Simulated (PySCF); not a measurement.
C3H3NO, SMILES `c1cocn1`.

Method: TPSSh/def2-SVPD; geometry: GFN2-xTB; program: PySCF. No frequency check shows the geometry to be a minimum.

Geometry (Å), atoms numbered from 1:

```
C1       0.9410   -0.6638    0.0000
C2       0.8839    0.6940    0.0000
O3      -0.4169    1.0535    0.0000
C4      -1.0875   -0.1027    0.0000
N5      -0.3345   -1.1507    0.0000
H6       1.7880   -1.3169    0.0000
H7       1.6235    1.4670    0.0000
H8      -2.1586   -0.0882    0.0000
```

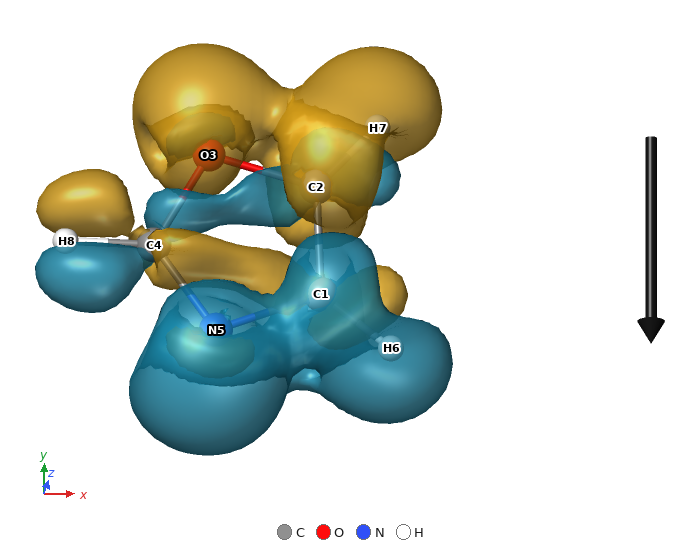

Change of the electron density in a uniform field of 0.51 V/Å along −y (arrow), surfaces at ±0.003 e/Å³ (yellow: gain, teal: loss).

Question: What dipole is induced, and what polarisability does it imply?

Answer: The induced dipole is 1.16 D (along the field); α along this axis, from the fields in both directions, is 45 bohr³ (6.7 Å³).

Question: Which atoms gain and lose the most charge?

Answer: Electrons gather most on O3 (Hirshfeld charge changes by −0.027 e) and leave N5 most (+0.033 e); 0.107 electrons are displaced in all.
